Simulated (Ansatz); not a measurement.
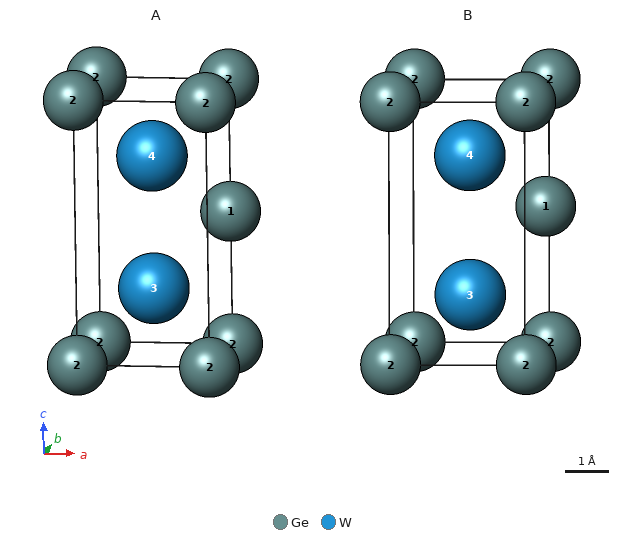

Two geometries of crystalline GeW (a generated structure, set up in P1) (coarse preliminary run), drawn at one scale. One is the start of a relaxation, the other its converged end. Style: spheres-only. Shown: the cell of the calculation, slightly off an axis.

Level of theory: DFT PBE, scalar-relativistic, plane waves, PAW (Ansatz). Settings: plane-wave cutoff 420 eV; k-point mesh 8 × 8 × 4; occupations gaussian; smearing width 0.2 eV; no spin polarisation; cell and atoms relaxed; force threshold 0.025 eV/Å; at most 60 steps.

### Which of the two is the end point?

Structure A is the relaxed one. The largest moves relative to the cell, 0.17 Å, are those of Ge1 and W3. Ge1 goes along [2 3 −2]. Largest moves by element: Ge 0.17 Å, W 0.17 Å. Cell: a 3.211 → 3.134 Å (−2.4 %), b 3.117 → 3.133 Å (+0.5 %), c 6.243 → 6.280 Å (+0.6 %), α 90.6° → 90.0°, β 88.4° → 90.0°, γ 88.8° → 90.0°. Volume −1.2 %. Some distances before and after: Ge1–W3 3.016 → 2.714 Å, Ge1–W3 (another image) 2.942 → 2.716 Å, W3–W4 2.941 → 3.140 Å, Ge1–W4 2.546 → 2.714 Å. The space group (tolerance 0.01 Å) goes from P1 (No. 1) to Pm-3m (No. 221). The energy falls by 72.7 meV per atom in 3 accepted moves (4 points after the start). Largest force component: 1.3 eV/Å at the start, 0.0027 eV/Å at the end. The pressure goes from 1.23 to 0.03 GPa. At 1 point the geometry stayed and the basis and grid were re-selected for the new cell (energy shift of 0.1 meV per atom at most each time).
